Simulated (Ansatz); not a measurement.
The figure comes from a scan of HgTe (zinc blende): one Te atom of a 4-atom cell moves by s along Cartesian z, with its periodic images. These are PBE (plane waves to 420 eV, PAW, scalar-relativistic; Ansatz, a program for electronic structure) values and carry that method's errors. k mesh 5×10×10 (Γ-centred), Fermi-Dirac smearing 0.05 eV. With partly filled bands, energies and forces of such displacements shift with the k mesh and the smearing. F∥ is the force on the atom along that direction. At this level the bands of HgTe touch or barely overlap. HgTe was relaxed with its symmetry unable to fall. Spin-orbit coupling is left out, though Hg and Te are heavy. The PAW data are Ansatz's earlier set. The relaxed volume of HgTe is well above the measured one; the method has no dispersion term. 

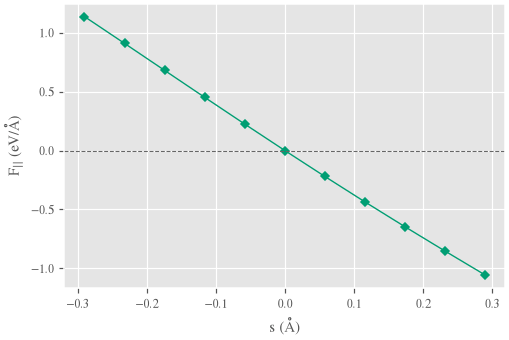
Figure: F∥ (eV/Å) against s (Å); markers are the computed points, lines only join them.

Problem. Read the plotted values off the figure, to the accuracy that the plot allows.

Solution. To the nearest 0.05:

| s (Å) | F∥ (eV/Å) |
|---|---|
| -0.290 | 1.15 |
| -0.232 | 0.90 |
| -0.174 | 0.70 |
| -0.116 | 0.45 |
| -0.058 | 0.20 |
| 0.000 | 0.00 |
| 0.058 | -0.20 |
| 0.116 | -0.45 |
| 0.174 | -0.65 |
| 0.232 | -0.85 |
| 0.290 | -1.05 |

(A displaced cell: forces are minus the slopes of the energy, force constants its curvatures, and phonons follow from these.)
